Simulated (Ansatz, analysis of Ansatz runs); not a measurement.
# A hop of O in AlBO3 (R-3c), charge +2, part 4 of 4

Aim: the barrier of one jump in AlBO3 (R-3c) at charge +2: V_O hop (2.4 Å). The model is a cell of 80 host atoms with 1 O taken out; O is the atom that moves.

Ansatz 0.2.0; plane-wave PAW DFT, PBEsol; nudged elastic band between two relaxed defect structures at fixed charge in a uniform background.

So far. Step 3 (Relaxation of the start point, charge +2): Among the atoms that came to bonding distance: O78–B62 1.50 Å (from 2.76). Step 4 (Relaxation of the end point, charge +2): Among the atoms that came to bonding distance: O28–B62 1.50 Å (from 2.76).

**5. Nudged elastic band, charge +2 (continued)**

The path, image by image:

```csv
image,path (Å),energy (eV),"O79: x, y, z (Å)"
0,0.000,0.0000,"0.633, -1.316, 21.624"
1,0.491,0.3651,"0.704, -1.630, 21.593"
2,0.982,1.0938,"0.783, -2.023, 21.584"
3,1.475,1.4480,"0.841, -2.408, 21.530"
4,2.125,1.0652,"0.870, -2.867, 21.547"
5,2.774,0.4593,"0.832, -3.383, 21.662"
6,3.423,0.0000,"0.746, -3.843, 21.750"
```

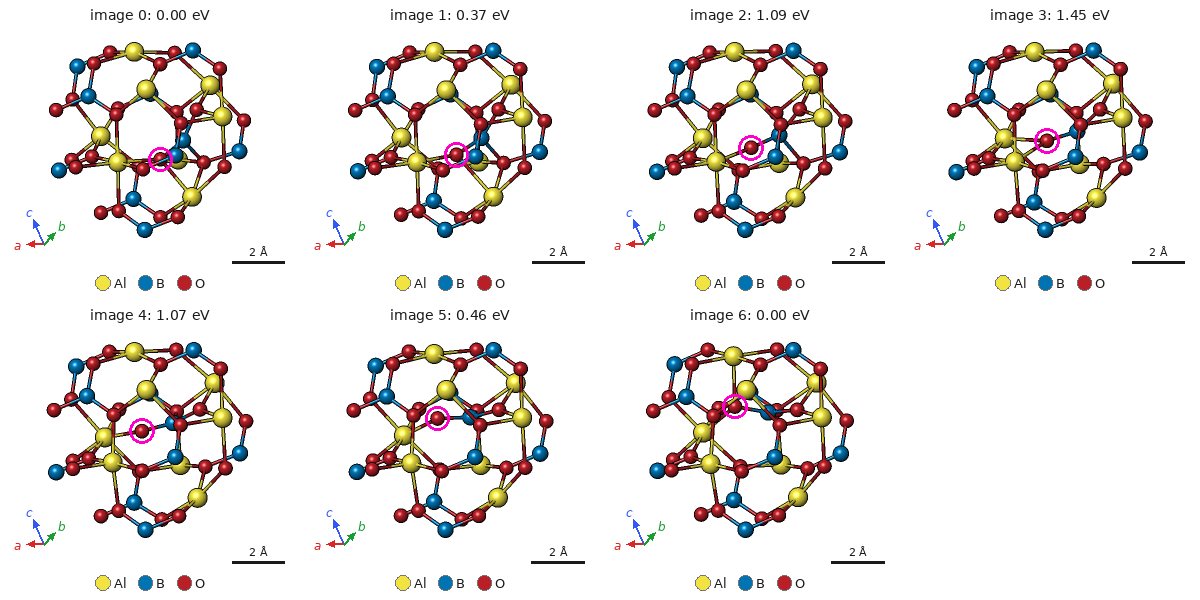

Images along the path; O79 is ringed.

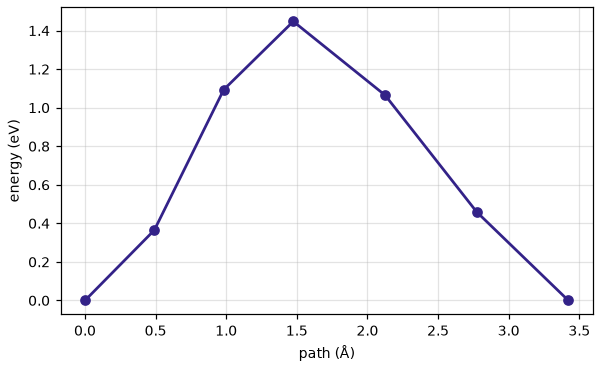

Energy along the path.

Read from the output:

```yaml
free_energy: -37308.6197 eV
barrier_forward: 1.448 eV
barrier_backward: 1.448 eV
end_less_start: -1.63e-6 eV
hop_length: 2.533 Å
```

Track of the atom that was set to move:

```csv
image,x (Å),y (Å),z (Å),nearest neighbour,distance (Å)
0,0.633,-1.316,21.62,B,1.345
1,0.704,-1.63,21.59,B,1.331
2,0.783,-2.023,21.58,B,1.323
3,0.841,-2.408,21.53,B,1.336
4,0.87,-2.867,21.55,B,1.314
5,0.832,-3.383,21.66,B,1.314
6,0.746,-3.843,21.75,B,1.337
```

The band met its tolerance of 0.04 eV/Å after 19 iterations, with image 3 on top (the start counts as 0). O79, which moves farthest between the ends, has 1 B at 1.35 Å nearest at the start and 1 B at 1.34 Å at the top.

**6. Single point at the start point, PBEsol, denser k-mesh**

Three single points on a mesh of more k-points (start, top, end) test the sampling. The start is shown; top and end are run alike.

This step: plane-wave PAW DFT, PBEsol; single point of a defect supercell on a structure of the PBEsol path.

Input file qp2.start.mesh/input.yaml:

```yaml
crystal:
  lattice:
    - [4.47530425, 2.58381811, 9.15826506]
    - [-4.47530425, 2.58381811, 9.15826506]
    - [0.0, -5.16763623, 9.15826506]
  atoms:
    - { symbol: Al, position: [0.00215642, -0.00414365, -0.00411073] }
    - { symbol: Al, position: [0.24648967, 0.24707741, 0.25614671] }
[... 18 atom lines left out ...]
    - { symbol: Al, position: [-0.00720616, 0.50419335, 0.00210158] }
[... 4 atom lines left out ...]
    - { symbol: O, position: [0.46391657, 0.78238764, 0.1282598] }
[... 1 atom line left out ...]
    - { symbol: O, position: [0.38869859, 0.52684168, 0.22129759] }
[... 13 atom lines left out ...]
    - { symbol: Al, position: [0.76794513, 0.22004744, 0.24297858] }
[... 1 atom line left out ...]
    - { symbol: B, position: [0.86896042, 0.37442239, 0.37764177] }
    - { symbol: O, position: [0.96472859, 0.28253166, 0.12276888] }
    - { symbol: O, position: [0.72260705, 0.37154631, 0.03118691] }
[... 15 atom lines left out ...]
    - { symbol: B, position: [0.59351438, 0.69591815, 0.01741924] }
[... 3 atom lines left out ...]
    - { symbol: O, position: [0.71740033, 0.87491409, 0.03038517] }
    - { symbol: O, position: [0.86088912, 0.52760168, 0.22329082] }
[... 10 atom lines left out ...]
    - { symbol: O, position: [0.53981014, 0.72560396, 0.89525516] }
    - { symbol: O, position: [0.77284778, 0.63143979, 0.95683645] }
total_charge: 2
basis:
  ecutwfc: 420
  xc_grid: 2
hamiltonian:
  xc: pbesol
kpoints:
  mp_grid: { grid: [2, 2, 2], shift: [0.5, 0.5, 0.5] }
scf:
  occupations: { method: fermi_dirac, width: 0.01 }
  max_iter: 150
output:
  forces: true
  eigenvalues: true
checkpoint:
  write: "../qp2.start.mesh.run"
  compress: false
  write_wavefunctions: false
  write_every: 100000
```

Command:

```sh
$ ansatz run input.yaml --threads 4 --pin off --max-ram 14131MiB --backend cpu --events-out ev --progress --plain --runs-dir out
```

Numbers of over 12 decimals in the logs are rounded to 6 here.

Output:

```text
[...]
Crystal: 79 atoms, lattice volume = 635.403 Å³
Basis set: ecut = 420 eV, 12439 PW (Γ), exchange–correlation on 144×144×144 points (8 copies of the dense FFT grid, shifted against one another)
Bands: 267, of which v1, the nominal top of the filled ones, is band 188 counted from 1 (187 counted from 0)
Symmetry: 1 space group operations
[...]
k-points: 4 of 8 (time reversal used)
[...]
SCF iter   1: F=—  HF=-37310.594632 eV  |F-HF|=—  |Δ(HF+E_count)|=         —  Δρ=4.34e-3  dr2=1.99e-1  ethr=1.77e-3  ⟨swp⟩=6.0  Hψ=4630  notcnv=0  defer=199
[...]
SCF iter   9: F=-37310.558871 eV  HF=-37310.558871 eV  |F-HF|=1.08e-8  |Δ(HF+E_count)|=   4.55e-8  Δρ=2.15e-6  dr2=2.31e-8  ethr=2.66e-11  ⟨swp⟩=12.8  Hψ=3911  notcnv=0
SCF 1 converged in 9 iterations: F = -37310.558871 eV  dr2 = 2.31e-8
[...]
SCF converged after 9 iterations
Free energy (F): -37310.558871 eV
[...]
Internal energy: -37310.558871 eV  (E = F + TS)
E sigma→0 (E₀):  -37310.558871 eV
Fermi energy:    9.444776 eV
[...]
--- Forces (eV/Å), atoms counted from 1 ---
  atom   1  Al    -0.00407981     0.00094634     0.00385442
  atom   2  Al    -0.00092932     0.00091879     0.00271491
  [... 18 atoms left out ...]
  atom  21  Al    -0.01336368    -0.00018088    -0.01154273
  [... 4 atoms left out ...]
  atom  26  O     -0.01636052     0.00885172     0.02893313
  [... 1 atom left out ...]
  atom  28  O      0.01554818    -0.03690054     0.00006381
  [... 13 atoms left out ...]
  atom  42  Al    -0.02132644     0.00292958     0.00925566
  [... 2 atoms left out ...]
  atom  45  O      0.04056142    -0.00760668     0.00365880
  atom  46  O      0.01455276     0.02675775     0.00889626
  [... 15 atoms left out ...]
  atom  62  B      0.02600575    -0.03935070    -0.01149034
  [... 4 atoms left out ...]
  atom  67  O      0.01296674    -0.02257235     0.01033819
  [... 10 atoms left out ...]
  atom  78  O     -0.02966057     0.00432770    -0.04941198
  atom  79  O      0.00390087     0.00961382     0.02753290
  max |Σ_I F_I| component: 3.60e-5 eV/Å
--- Band table (eV) ---
[...]
[... further k-points left out ...]
```

Elapsed: 15 s, on 4 threads of Intel Xeon Platinum 8559C (Emerald Rapids), shared host; peak memory 3.3 GiB; 57 s of CPU time.

This step gave:

* free energy: -37310.5589 eV

**7. Barrier from single points, PBEsol, denser k-mesh**

Analysis of the runs above: barrier from PBEsol single points on the PBEsol path.

It gives:

- barrier forward: 1.461 eV
- barrier backward: 1.461 eV
- end less start: 1.78e-6 eV

This gives 1.461 eV against the band's 1.448 eV (backward 1.461 against 1.448 eV). This mesh holds only the band's own point and its sign variants, so it tests the average over those and no finer sampling.

**8. Single point at the start point, LDA**

Three single points with LDA show how much the barrier depends on that choice; lattice and path are kept. The start is shown; top and end are run alike.

This step: plane-wave PAW DFT, LDA; single point of a defect supercell on a structure of the PBEsol path.

qp2.start.lda/input.yaml, as its differences from qp2.start.mesh/input.yaml of step 6:

```diff
@@ -33,5 +33,5 @@
 hamiltonian:
-  xc: pbesol
+  xc: lda
 kpoints:
-  mp_grid: { grid: [2, 2, 2], shift: [0.5, 0.5, 0.5] }
+  mp_grid: { grid: [1, 1, 1], shift: [0.25, 0.25, 0.25] }
 scf:
@@ -43,3 +43,3 @@
 checkpoint:
-  write: "../qp2.start.mesh.run"
+  write: "../qp2.start.lda.run"
   compress: false
```

Output:

```text
[...]
Crystal: 79 atoms, lattice volume = 635.403 Å³
Basis set: ecut = 420 eV, 12439 PW (Γ), exchange–correlation on 144×144×144 points (8 copies of the dense FFT grid, shifted against one another)
Bands: 267, of which v1, the nominal top of the filled ones, is band 188 counted from 1 (187 counted from 0)
Symmetry: 1 space group operations
[...]
k-points: 1
[...]
SCF iter   1: F=—  HF=-36821.144435 eV  |F-HF|=—  |Δ(HF+E_count)|=         —  Δρ=5.95e-3  dr2=2.74e-1  ethr=1.77e-3  ⟨swp⟩=6.0  Hψ=1162  notcnv=0  defer=54
[...]
SCF iter   9: F=-36821.050545 eV  HF=-36821.050545 eV  |F-HF|=6.73e-9  |Δ(HF+E_count)|=   3.31e-8  Δρ=2.02e-6  dr2=2.53e-8  ethr=2.66e-11  ⟨swp⟩=13.0  Hψ=961  notcnv=0
SCF 1 converged in 9 iterations: F = -36821.050545 eV  dr2 = 2.53e-8
[...]
SCF converged after 9 iterations
Free energy (F): -36821.050545 eV
[...]
Internal energy: -36821.050545 eV  (E = F + TS)
E sigma→0 (E₀):  -36821.050545 eV
Fermi energy:    9.170116 eV
[...]
--- Forces (eV/Å), atoms counted from 1 ---
  atom   1  Al    -0.00700041    -0.01278444    -0.00684000
  atom   2  Al    -0.00803522     0.00083651     0.00124116
  [... 18 atoms left out ...]
  atom  21  Al    -0.00785876    -0.01570848     0.01559718
  [... 4 atoms left out ...]
  atom  26  O      0.09434418     0.17607870    -0.19337978
  [... 1 atom left out ...]
  atom  28  O      0.07287566    -0.17690807    -0.04324101
  [... 13 atoms left out ...]
  atom  42  Al     0.07982051    -0.00644168    -0.08281611
  [... 2 atoms left out ...]
  atom  45  O      0.22814532     0.00387240    -0.00530135
  atom  46  O      0.11557417     0.15415263    -0.01748979
  [... 15 atoms left out ...]
  atom  62  B      0.00839793     0.04509433     0.08752540
  [... 4 atoms left out ...]
  atom  67  O      0.13091671    -0.13620054     0.05463081
  [... 10 atoms left out ...]
  atom  78  O     -0.12942765    -0.05180754     0.21585274
  atom  79  O     -0.24698887    -0.01521031    -0.14394108
  max |Σ_I F_I| component: 1.13e-5 eV/Å
--- Band table (eV) ---
[...]
```

Wall time 4.2 s (4 threads); peak memory 1.3 GiB.

This step gave:

- free energy: -36821.0505 eV

**9. Barrier from single points, LDA**

Analysis of the runs above: barrier from LDA single points on the PBEsol path.

It gives:

* barrier forward: 1.502 eV
* barrier backward: 1.502 eV
* end less start: -8.78e-5 eV

This gives 1.502 eV against the band's 1.448 eV.

**10. Single point at the start point, r2SCAN**

Three single points with a meta-GGA, at its higher cutoff of 500 eV, show what it does to the barrier on the path found. The start is shown; top and end are run alike.

This step: plane-wave PAW DFT, r2SCAN; single point of a defect supercell on a structure of the PBEsol path.

qp2.start.r2scan/input.yaml, as its differences from qp2.start.lda/input.yaml of step 8:

```diff
@@ -30,6 +30,6 @@
 basis:
-  ecutwfc: 420
+  ecutwfc: 500
   xc_grid: 2
 hamiltonian:
-  xc: lda
+  xc: r2scan
 kpoints:
@@ -43,3 +43,3 @@
 checkpoint:
-  write: "../qp2.start.lda.run"
+  write: "../qp2.start.r2scan.run"
   compress: false
```

Output:

```text
[...]
Crystal: 79 atoms, lattice volume = 635.403 Å³
Basis set: ecut = 500 eV, 16041 PW (Γ), exchange–correlation on 160×160×160 points (8 copies of the dense FFT grid, shifted against one another)
Bands: 267, of which v1, the nominal top of the filled ones, is band 188 counted from 1 (187 counted from 0)
Symmetry: 1 space group operations
[...]
k-points: 1
[...]
SCF iter   1: F=—  HF=-37998.963120 eV  |F-HF|=—  |Δ(HF+E_count)|=         —  Δρ=2.03e-2  dr2=2.51e0  dr2_τ=8.04e0  ethr=1.77e-3  ⟨swp⟩=6.0  Hψ=1194  notcnv=0  defer=45
[...]
SCF iter   9: F=-38001.269322 eV  HF=-38001.269322 eV  |F-HF|=4.21e-9  |Δ(HF+E_count)|=   9.63e-8  Δρ=1.35e-6  dr2=8.80e-9  dr2_τ=8.28e-10  ethr=2.66e-11  ⟨swp⟩=2.0  Hψ=793  notcnv=0
SCF 1 converged in 9 iterations: F = -38001.269322 eV  dr2 = 8.80e-9
[...]
SCF converged after 9 iterations
Free energy (F): -38001.269322 eV
[...]
Internal energy: -38001.269322 eV  (E = F + TS)
E sigma→0 (E₀):  -38001.269322 eV
Fermi energy:    9.468252 eV
[...]
--- Forces (eV/Å), atoms counted from 1 ---
  atom   1  Al    -0.00411878    -0.01361882    -0.00111966
  atom   2  Al    -0.01047542     0.00000188     0.00153666
  [... 18 atoms left out ...]
  atom  21  Al     0.00606545    -0.02083452     0.00397745
  [... 4 atoms left out ...]
  atom  26  O      0.17949179     0.20634926    -0.20694565
  [... 1 atom left out ...]
  atom  28  O      0.08289556    -0.17280912    -0.03659678
  [... 13 atoms left out ...]
  atom  42  Al     0.06416256     0.00006501    -0.04834671
  [... 2 atoms left out ...]
  atom  45  O      0.16086722    -0.01778450    -0.00940230
  atom  46  O      0.07915313     0.09834093    -0.00168450
  [... 15 atoms left out ...]
  atom  62  B      0.01018316     0.01447059     0.23037509
  [... 4 atoms left out ...]
  atom  67  O      0.10161352    -0.12395800     0.01879638
  [... 10 atoms left out ...]
  atom  78  O     -0.07273228    -0.02092600     0.08760794
  atom  79  O     -0.25021317    -0.07225094    -0.13974149
  max |Σ_I F_I| component: 2.95e-4 eV/Å
--- Band table (eV) ---
[...]
```

Run time: 9.2 s. Hardware: 4 threads; peak memory 1.8 GiB; 34 s of CPU time.

Numbers from this step:

| Quantity | Value |
| --- | --- |
| free energy | -38001.2693 eV |

**11. Barrier from single points, r2SCAN**

Analysis of the runs above: barrier from r2SCAN single points on the PBEsol path.

It gives:

```
barrier forward  : 1.630 eV
barrier backward : 1.630 eV
end less start   : -6.06e-5 eV
```

This gives 1.630 eV against the band's 1.448 eV.

**12. Summary of results**

```
barrier forward                                   : 1.45 eV
barrier backward                                  : 1.45 eV
end less start                                    : 0.00 eV
hop length                                        : 2.53 Å
band iterations, as the log counts them           : 19
barrier from single points, PBEsol, denser k-mesh : 1.46 eV
barrier from single points, LDA                   : 1.50 eV
barrier from single points, r2SCAN                : 1.63 eV
```

What this shows: The top of the band lies 1.45 eV above the start and 1.45 eV above the end. With an assumed prefactor of 1e13 per second it gives one hop a second along this one path at about 560 K; whether such hops link up through the crystal wasn't checked. Across functionals on this path (PBEsol 1.448, LDA 1.502 and r2SCAN 1.630 eV) the forward values spread by 0.182 eV. The order of the top as a saddle was not checked for all atoms, so a bent path could be lower. No image-charge correction is applied; it largely cancels along a path if the charge stays localised alike. Keep in mind: one k-point off the zone centre stands for the whole zone; periodic copies of the defect are only 9.0 Å apart.

[Logs are printed without paths, hosts, clocks, repeated set-up lines and the standing remarks that a program may print on its own settings, such as how far it seeks lower states.]

[Hosts, paths, dates, database ids (printed as entryN), source tags and the programs' standing remarks are cut or masked in the printed files.]
